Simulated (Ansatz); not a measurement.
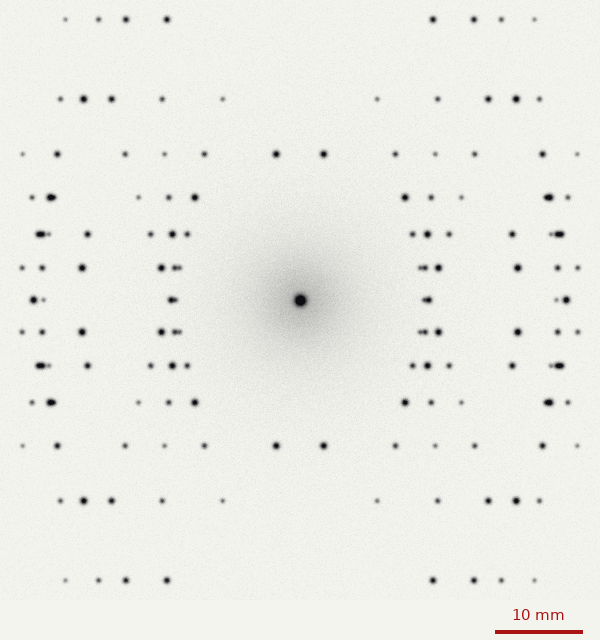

Simulated X-ray rotation photograph: Cu Kα radiation (λ = 1.5418 Å), cylindrical film of radius 30.0 mm unrolled, rotation axis vertical and normal to the beam, kinematic intensities without Lorentz or polarisation factors, the film spanning ±63° about the beam; spots down to d = 1.44 Å.

**Measure the layer lines and find the identity period along the axis.**

The first layer line lies 3.7 mm from the equator, so tan ν = 0.123, sin ν = 0.122 and the period is λ/sin ν = 12.64 Å. Further lines follow at 7.5, 11.8, 16.8, 23.1, 32.2 mm.

The crystal is La, space group P6_3/mmc (No. 194), a = 3.77 Å, c = 12.06 Å (hexagonal axes). Structure: the end point of a relaxation with DFT PBE, scalar-relativistic, plane waves, PAW (Ansatz).

**About which axis was it rotated?**

About [101] (or an equivalent direction), whose length in the conventional cell is 12.637 Å.
